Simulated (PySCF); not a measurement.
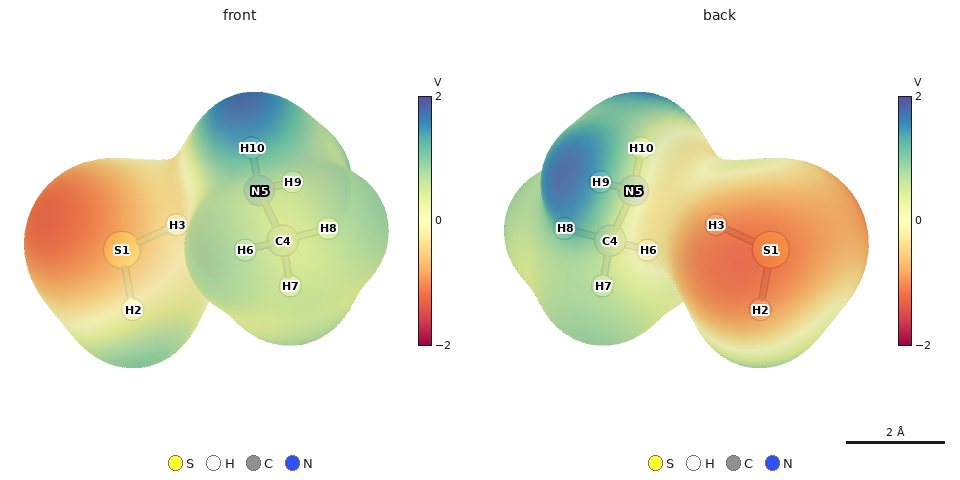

Figure 1: H2S···CH5N (SMILES S.CN). The electrostatic potential painted on the density surface at 0.002 e/bohr³, seen from the front and from behind; red is negative and blue positive.

Geometry: PBE0-D3(BJ)/def2-TZVPD.

Theory: wB97M-D3(BJ)/def2-TZVPD, SCF density, gas phase (PySCF 2.14.0).

```tsv
atom	x (Å)	y (Å)	z (Å)
S	0.5214	0.9504	-0.2962
H	-0.7674	0.5878	-0.2146
H	0.9686	-0.2963	0.0422
C	0.3979	-2.9005	0.9651
N	1.5719	-2.1665	0.5173
H	-0.0316	-2.3978	1.8340
H	-0.3570	-2.8865	0.1761
H	0.5874	-3.9466	1.2352
H	1.9741	-2.5900	-0.3094
H	2.2916	-2.1572	1.2294
```

### Where is the surface potential most negative and most positive?

The most negative region (about −1.3 V, or −30 kcal/mol for a unit charge) lies over S1, the most positive (about +1.8 V, or +42 kcal/mol for a unit charge) over H9 and H10.

### How polar is the complex by this calculation?

Its dipole moment is 3.33 D.
